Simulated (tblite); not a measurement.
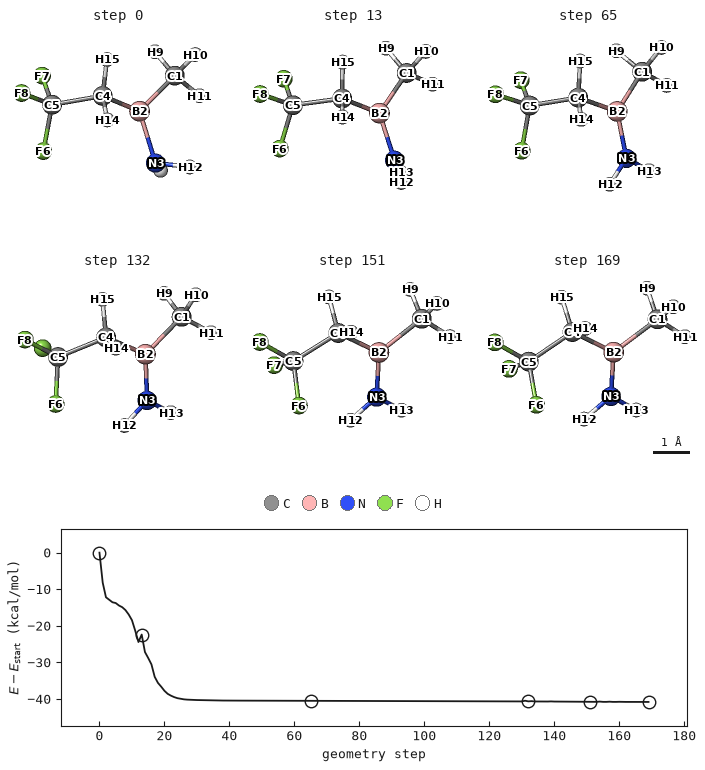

Frames of a relaxation of C₃H₇BF₃N, marked on the history of the run. Style: ball-and-stick. Shown at a tilt.

All numbers below come from GFN2-xTB geometry optimisation, gas phase in tblite 0.8.0. 

### Describe the path.

After 169 geometry steps the energy has fallen by 40.8 kcal/mol. H12 moves most after the best rigid fit: 2.33 Å. By element the largest moves are H 2.33 Å, F 1.38 Å, N 0.80 Å, C 0.48 Å, B 0.20 Å. Some distances before and after: B2–N3 1.547 → 1.376 Å, C5–F8 1.409 → 1.348 Å, N3–H12 1.065 → 1.007 Å, C4–H14 1.128 → 1.092 Å. Among the angles between lasting bonds that change: B2–N3–H13 105.0° → 122.7°, B2–N3–H12 110.6° → 125.1°, H12–N3–H13 103.7° → 112.1°. Groups turn about B2–C4 by about 70°. The run took 0.76 s on 1 thread of Arm Neoverse V2, with other jobs on the host. From step 0 to 13: H12 moves most (0.83 Å), energy −22.4 kcal/mol. From step 13 to 65: H12 moves most (0.77 Å), energy −18.1 kcal/mol. From step 65 to 132: F atoms move most (0.74 Å), energy −0.17 kcal/mol. From step 132 to 151: F7 moves most (0.53 Å), energy −0.10 kcal/mol. From step 151 to 169: H atoms move most (0.12 Å), energy −0.06 kcal/mol.

| step | E − E(0), kcal/mol |
| --- | --- |
| 0 | 0.00 |
| 1 | -8.21 |
| 2 | -12.19 |
| 3 | -12.89 |
| 4 | -13.56 |
| 5 | -13.77 |
| 6 | -14.45 |
| 7 | -14.90 |
| 8 | -15.70 |
| 9 | -16.90 |
| 10 | -18.45 |
| 18 | -35.58 |
| 27 | -40.16 |
| 35 | -40.38 |
| 43 | -40.43 |
| 52 | -40.44 |
| 60 | -40.46 |
| 69 | -40.48 |
| 77 | -40.52 |
| 85 | -40.54 |
| 94 | -40.59 |
| 102 | -40.60 |
| 110 | -40.61 |
| 119 | -40.63 |
| 127 | -40.64 |
| 136 | -40.67 |
| 144 | -40.71 |
| 152 | -40.76 |
| 161 | -40.78 |
| 169 | -40.79 |
